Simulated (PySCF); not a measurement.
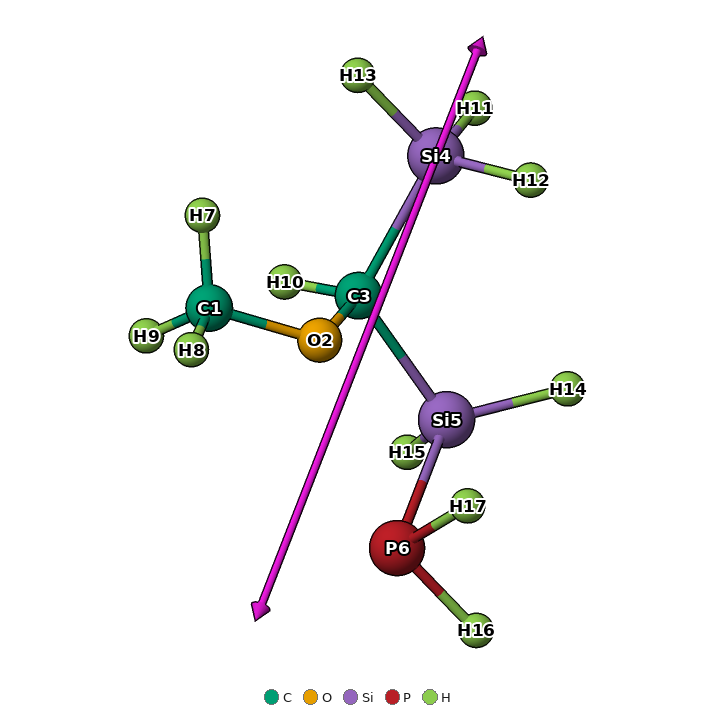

The double arrow shows the direction of the transition dipole to excited singlet state 4 (its length means nothing). The geometry was computed by an optimisation with GFN2-xTB. No frequency run is at hand to confirm it as a minimum. Method: TDDFT PBE0/def2-SVPD, vertical, gas phase, core orbitals frozen in the response (PySCF 2.14.0).

> Where does the transition lie, and how strong is it?

6.53 eV (190 nm), oscillator strength 0.12, mainly HOMO−1 → LUMO (weight 0.58); transition dipole 2.20 D.

The geometry is semi-empirical. Around P, Si such bond lengths and angles can be off by a tenth of an ångström or more and by several degrees, and values that hang on the shape move with them.
